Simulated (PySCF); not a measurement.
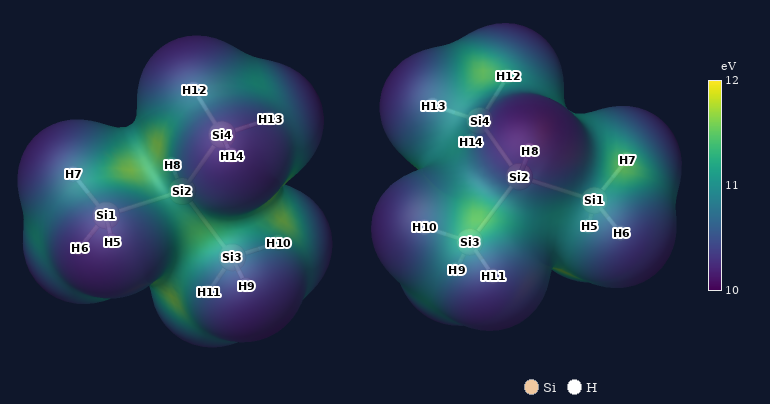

Figure 1: H10Si4, SMILES `[SiH3][SiH]([SiH3])[SiH3]`. Average local ionisation energy on the surface of electron density 0.001 a.u. (back view left, front view right).

Computed with PySCF, PBE0/def2-TZVP, geometry: GFN2-xTB. No frequency check shows the geometry to be a minimum.

Q: Locate the minima of the map.

A: The lowest value is 10.1 eV, 1.5 Å from H8. Further minima include 10.2 eV, 1.5 Å from H9, and at like points elsewhere. For comparison, the highest occupied orbital lies at −8.3 eV.
